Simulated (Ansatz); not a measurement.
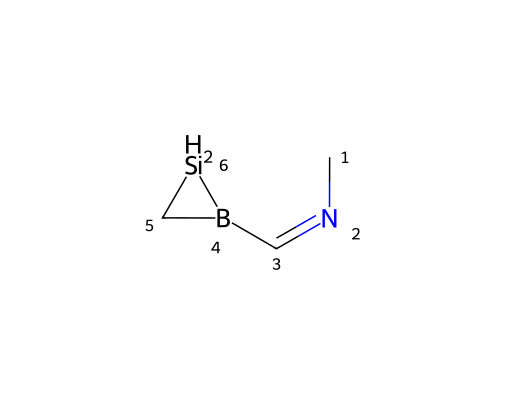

Skeletal drawing with numbered atoms; wedges and dashes mark any stereocentres. The configuration is that of a computed structure (PBE-D4/def2-SVP).

Question: What are the Cahn–Ingold–Prelog descriptors?

Answer: N2=C3: Z.

Question: Write the isomeric SMILES.

Answer: C/N=C\B1C[SiH2]1
